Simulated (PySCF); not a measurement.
[TcOF4]- (F₄OTc, charge −1).

PySCF calculation, BLYP/def2-SVPD, gas phase; geometry: GFN2-xTB. Core potentials replace the inner electrons of Tc; spin–orbit coupling isn't included. The highest occupied Kohn–Sham orbital has positive energy, a self-interaction fault of such functionals for anions. This is a single-reference result, which may miss multireference character in this system. No frequency check shows the geometry to be a minimum. GFN2-xTB bond lengths at metals and heavier atoms can be off by up to 0.1 Å and shapes distorted, which carries into these values.

Input

```python
import numpy as np
from pyscf import gto, scf, dft
from pyscf.scf import atom_ks, atom_hf
from scipy.linalg import block_diag

def solve(mol, dm0=None, hcore=None):
    mf = (dft.UKS if mol.spin else dft.RKS)(mol, xc='blyp')
    mf.grids.level = 3
    mf = mf.density_fit(auxbasis='def2-universal-jkfit')
    mf.conv_tol, mf.max_cycle = 1e-8, 80
    if hcore is not None:
        mf.get_hcore = lambda *args: hcore
    mf.kernel(dm0)
    if not mf.converged:
        mf = mf.newton().run(mf.mo_coeff, mf.mo_occ, max_cycle=30)
    assert mf.converged, 'SCF not converged'
    return mf

mol = gto.M(atom='''
Tc    -0.00121    -0.00005     0.14613
O     -0.01783     0.00060     1.77828
F      0.13318     1.75196    -0.57297
F     -1.75024     0.12616    -0.57767
F     -0.11982    -1.75192    -0.57406
F      1.75851    -0.12648    -0.55417
''', basis='def2-svpd', ecp={'Tc': 'def2-svpd'}, charge=-1, spin=0, verbose=4)
mf = solve(mol)
out = dict(e0=mf.e_tot, dm0=mf.make_rdm1(), c=mf.mo_coeff, occ=mf.mo_occ, eps=mf.mo_energy)
for name, dq, spin in [('cation', 1, 1)]:
    ion = mol.copy().set(charge=mol.charge + dq, spin=spin).build()
    mi = solve(ion)
    if spin and dq > 0 and mol.nao < 130:
        c, _, stable, _ = mi.stability(return_status=True)
        if not stable:
            mi = solve(ion, mi.make_rdm1(c, mi.mo_occ))
    print(name, 'vertical energy change / eV', (mi.e_tot - mf.e_tot) * 27.211386)
    out.update({'e_' + name: mi.e_tot, 'dm_' + name: mi.make_rdm1(), 's2_' + name: mi.spin_square()[0], 'eps_' + name: mi.mo_energy, 'occ_' + name: mi.mo_occ})
# spherically averaged free atoms, for the promolecule
atom_ks.AtomSphAverageRKS.init_guess_by_vsap = lambda self, mol=None: self.init_guess_by_minao(mol)  # core potentials
atm = atom_ks.get_atm_nrks(mol, xc='blyp')
pro = block_diag(*[(atm[a[0]][2] * atm[a[0]][3]) @ atm[a[0]][2].T for a in mol._atom])
np.savez('result.npz', pro=pro, **out)
```

Command:

```sh
OMP_NUM_THREADS=1 python input.py
```

The run took 2.1 min on 1 thread of Intel(R) Xeon(R) Processor @ 2.50GHz (Skylake/Cascade Lake), with other jobs on the host, peak memory 0.55 GiB.

Partitions, critical points and surface values were worked out afterwards from this run's density.

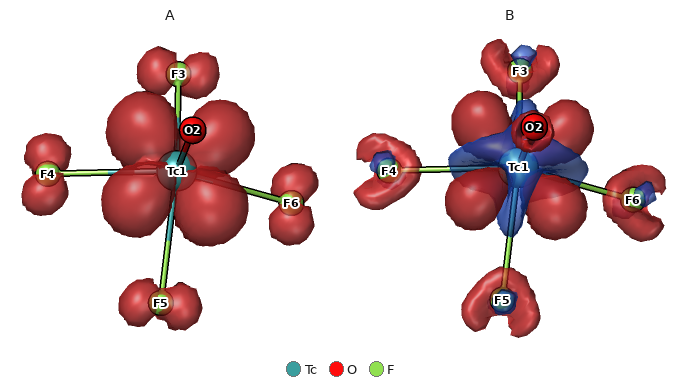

The Fukui function f⁻ from two separate SCF calculations and the density of the HOMO, at ±0.05 e/Å³ (red positive, blue negative).

**Which panel is which, and how good is the frozen-orbital picture?**

B is f⁻ (it has negative regions), A the HOMO density. The HOMO lies on Tc1 (71 %) and F3, F4, F5 and F6 (7 % each); f⁻ (Hirshfeld-condensed) is largest on Tc1 (0.31); the vertical detachment energy is 3.23 eV (the stability of the neutral species's solution wasn't checked). Relaxation shifts 40 % of the electron between atoms. The orbital energy is 0.31 eV.
